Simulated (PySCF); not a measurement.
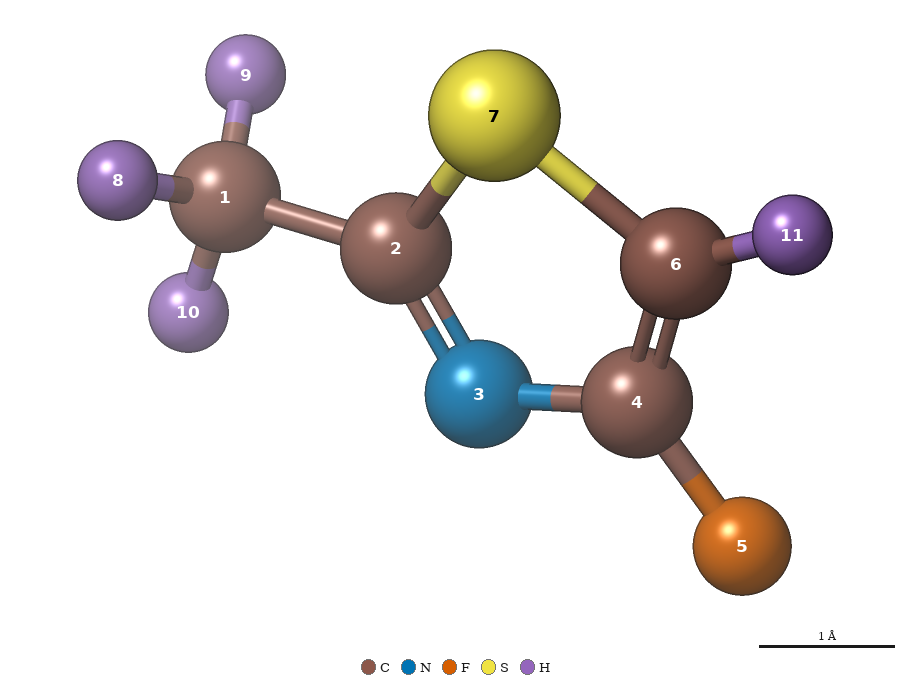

Orthographic view. Depth is shown by fading: the farther an atom, the more it takes the colour of the background. Geometry: a frame of a GFN2-xTB molecular-dynamics simulation, not a minimum.

Write a MOL file (V2000) with the atoms in numerical order, bonds sorted by atom number with the orders drawn, and coordinates in the frame of the picture: x right, y up, z towards the viewer, origin at the mean position.

```
C4H4FNS
                    3D

 11 11  0  0  0  0  0  0  0  0999 V2000
   -1.7000    0.5400   -0.8500 C   0  0  0  0  0  0  0  0  0  0  0  0
   -0.4300    0.1600   -0.1400 C   0  0  0  0  0  0  0  0  0  0  0  0
    0.1900   -0.9200   -0.3900 N   0  0  0  0  0  0  0  0  0  0  0  0
    1.3600   -0.9800    0.2900 C   0  0  0  0  0  0  0  0  0  0  0  0
    2.1400   -2.0500    0.0800 F   0  0  0  0  0  0  0  0  0  0  0  0
    1.6500    0.0500    1.1200 C   0  0  0  0  0  0  0  0  0  0  0  0
    0.3000    1.1500    1.1600 S   0  0  0  0  0  0  0  0  0  0  0  0
   -2.5000    0.6700   -0.1300 H   0  0  0  0  0  0  0  0  0  0  0  0
   -1.5500    1.4500   -1.3900 H   0  0  0  0  0  0  0  0  0  0  0  0
   -1.9700   -0.3200   -1.4800 H   0  0  0  0  0  0  0  0  0  0  0  0
    2.5100    0.2600    1.7200 H   0  0  0  0  0  0  0  0  0  0  0  0
  1  2  1  0
  1  8  1  0
  1  9  1  0
  1 10  1  0
  2  3  2  0
  2  7  1  0
  3  4  1  0
  4  5  1  0
  4  6  2  0
  6  7  1  0
  6 11  1  0
M  END
```
